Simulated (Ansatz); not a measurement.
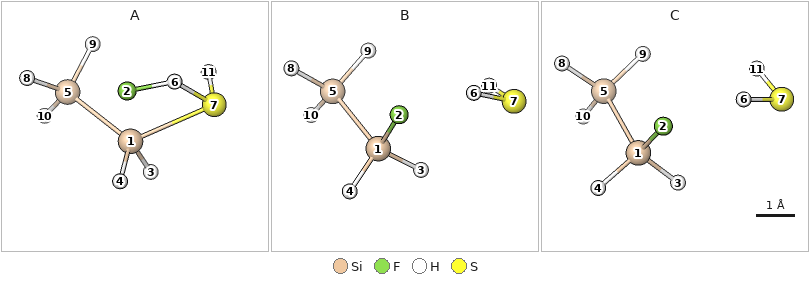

3 geometries from a converged minimum-energy path of Si₂H₇SF, made up at the start of Si2H5F and H$_{2}$S, shuffled. The picture is a ball-and-stick view, seen from a free direction.

Method: RKS r2SCANh-D4/6-31G* (Ansatz 0.2.0). Set-up: 5 movable images; climbing image; force threshold 0.03 eV/Å; iteration limit 60; starting path through a guess of the saddle point.

**Which frame is the transition state?**

A. In order along the path, whose images run from 0 to 6: C (image 1, +2.4 kJ/mol), B (image 2, +9.8 kJ/mol), A (image 4, +169.4 kJ/mol). Breaking: H6–S7 (1.34 → 1.50 at the top → 2.26 Å), Si1–F2 (1.62 → 1.93 at the top → 3.12 Å). Forming: F2–H6 (2.35 → 1.30 at the top → 0.95 Å), Si1–S7 (3.84 → 2.43 at the top → 2.18 Å).

Limits of the set-up: the start holds two separate molecules, 2.4 Å apart at their closest, whose relative position is a soft coordinate.
